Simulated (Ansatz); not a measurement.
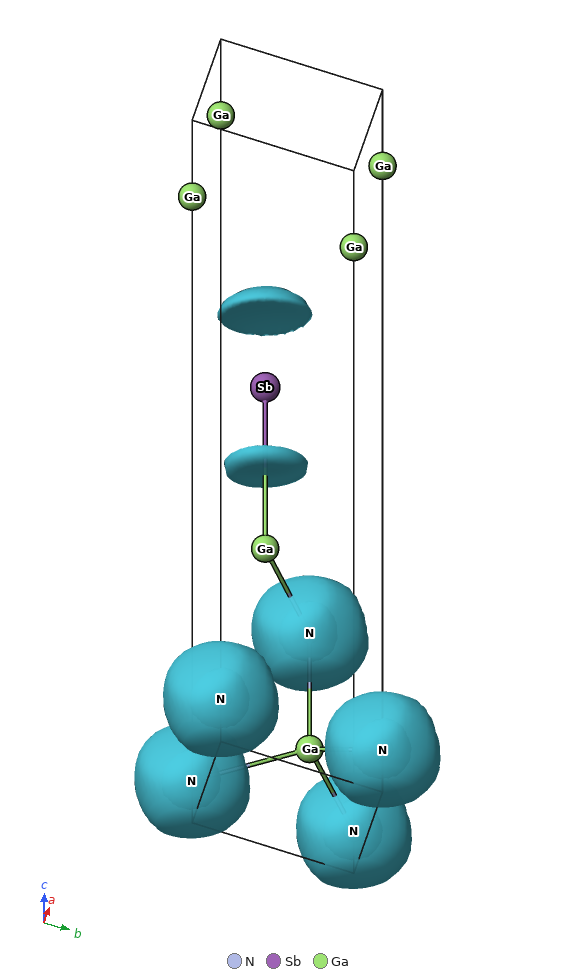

The picture shows: Ga₃SbN₂. Isosurface of the ELF at 0.7 (cyan), seen at an oblique angle. Only the valence region is drawn (cores and ρ < 0.01 e/Å³ removed). Sticks mark near contacts.

Space group P3m1; started from the ordered alloy on zincblende lattice prototype, which need not be the ambient phase.

Theory: DFT, r2SCAN, plane waves, PAW in Ansatz 0.2.0.

Core electrons are frozen (PAW), and the valence fields are smoothed inside the atomic spheres.

Question: Describe the localisation domains.

Answer: The ELF exceeds this value in one region between bonded Ga–Sb atoms (shared pairs), two regions wrapped around N (the valence shell of each) and one pocket between the atoms, centred on no nucleus (multi-centre or interstitial), counted in one cell of 6 atoms. Any copies at cell faces, edges or corners count once. Profiles from the grid: Ga–N (1.93 Å): the ELF peaks at about 0.85 in the valence shell of N, 0.7 Å from its nucleus, and is about 0.50 at the midpoint. Ga–Sb (2.71 Å): the ELF peaks at about 0.80 between the atoms.
